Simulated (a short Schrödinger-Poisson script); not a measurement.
System: symmetric double-gate stack, SiO2 on p-type Si(100), at 400 K.

```csv
layer,material,thickness (nm),Na (cm⁻³)
1,SiO2,3.7,-
2,Si,10,1e16
3,SiO2,3.7,-
```

Constants are typed, rounded textbook-type inputs, not results; the design itself was drawn at random and stands for no fabricated device. SiO2: permittivity 3.9, conduction-band edge (eV) 3.15, gap (eV) 9, electron mass (mₑ) 0.5. Si: permittivity 11.7, conduction-band edge (eV) 0, gap (eV) 1.124, Nv at 300 K (cm⁻³) 3.1e19.

Channel valleys (confinement mass, in-plane density-of-states mass, number): Δ2 0.916, 0.19, 2; Δ4 0.19, 0.417, 4. At the gates, both at one voltage, the conduction-band edge of layer 1 lies 3.68 eV − eVg above the Fermi level of the channel. Gaps are held at their typed values at every temperature. Mesh 0.03 nm at interfaces.

Solved with a short Schrödinger-Poisson script written for these runs: 1D Poisson equation in equilibrium, electrons quantum, Hartree (BenDaniel-Duke, 12 states a valley, the channel's in-plane mass for all, wave functions ending at the dielectric), parabolic valleys, classical holes, full ionisation, no traps, pinning or gate leakage.

Only gate voltages with over 1e8 electrons/cm² are shown.

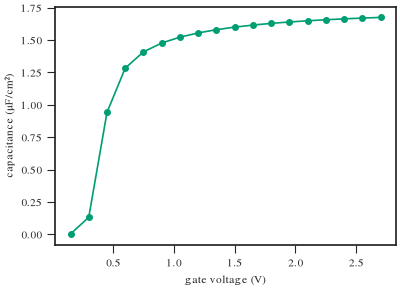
Quasi-static capacitance against gate voltage

```csv
Vg (V),electrons (cm⁻²),C (μF/cm²),Δ2 E0 (meV),Δ2 E1 (meV),Δ4 E0 (meV),Δ4 E1 (meV)
0.15,4.33e8,< 0.003,385.2,397.5,400.9,460.2
0.45,5.25e11,0.942,140.9,151.1,156.7,214.0
0.75,2.86e12,1.41,81.8,85.6,101.2,150.8
1.05,5.62e12,1.52,53.5,54.6,81.7,124.8
1.35,8.53e12,1.58,32.7,33.1,71.0,109.3
1.65,1.15e13,1.62,16.0,16.2,64.0,98.6
1.95,1.46e13,1.64,1.9,2.0,58.8,90.6
2.25,1.77e13,1.66,-10.4,-10.4,54.8,84.2
2.55,2.08e13,1.67,-21.5,-21.5,51.4,78.8
```

Subbands count from the Fermi level. The capacitance is that of both gates.
